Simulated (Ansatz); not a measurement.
Formation energy of the bound charge states of Si_N in metastable zinc-blende AlN (start: the N site; 64-site cell, 2×2×2 shifted sampling) against the Fermi level, N-rich (Δμ(N) = 0.00 eV, Δμ(Si) = -2.47 eV, bounded by beta Si3N4; only phases computed here count, gases as isolated molecules at 0 K). All values below come from PBE, PAW (plane waves to 420 eV; Ansatz, a first-principles code).

Cell and caveats: 64-site cell; 2×2×2 shifted k-points; host gap 3.31 eV; charged states image-corrected; finite-size errors of tenths of an eV.

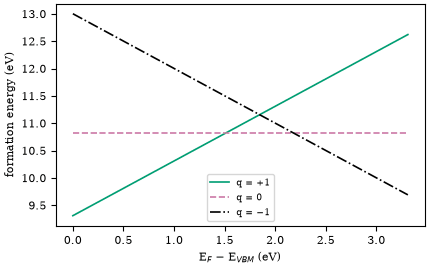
Figure. Formation energy of each charge state against the Fermi level

Crossings of the lowest lines: (+1/0) at 1.52 eV; (0/−1) at 2.18 eV. At the valence-band maximum: q = +1: 9.31 eV; q = 0: 10.82 eV; q = −1: 13.00 eV.
